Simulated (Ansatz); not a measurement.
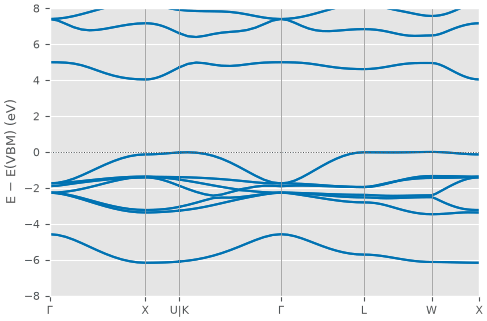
Figure: Band structure from plane-wave PAW PBE with spin–orbit coupling (Ansatz code)

Q: Read off the gap and where the band edges lie.

A: About 4.0 eV (4.04 eV by a search for the band edges); maximum at W, minimum at X.

The material is PbF2 (fluorite, Fm-3m).

Symmetry was held in the PBE relaxation; phonons on a q-mesh show no instability.

Potentials: the later of the program's two PAW sets.
